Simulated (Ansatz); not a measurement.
The starting structures come from a database of crystals and need not be the phases stable at ambient conditions.

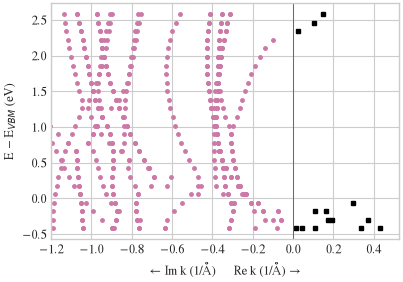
Figure. Complex bands at the centre of the two-dimensional zone; r2SCAN in Ansatz (a program for electronic structure)

No gap correction and no spin-orbit coupling; mid-gap values are interpolated between computed energies.

**Question.** This is Hg$_{3}$(SF)$_{2}$ (I2_13, not sure to be the ambient phase, 14 atoms a cell, 19.6 Å³ an atom) along the normal of (110). Read off the slowest decay at the centre of the two-dimensional zone at 1.14 eV, the computed energy nearest the middle of the gap.

**Answer.** κ ≈ 0.28 1/Å, a decay length 1/(2κ) of the density of 1.8 Å.
